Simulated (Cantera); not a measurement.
Feed: 1 mol Pb, 0.5 mol O2, 2.5 mol H2, 3.5 mol CO, equilibrated at 750 Torr.

Equilibrium computed with Cantera from the NASA thermochemical tables; the gas is ideal and each condensed phase is pure. Candidate condensed phases: C, C6H6, C7H8, C8H18, H2O, Pb, PbO, PbO2, Pb3O4; 113 gas species. Rates play no part.

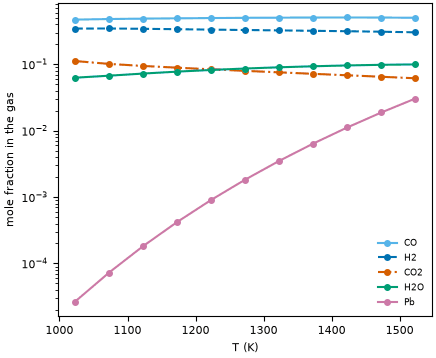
*Equilibrium gas composition (values under 1e-9 drawn at 1e-9)*

From 1023 K to 1523 K the condensed part is Pb(l). The main Pb-bearing gas is Pb throughout.
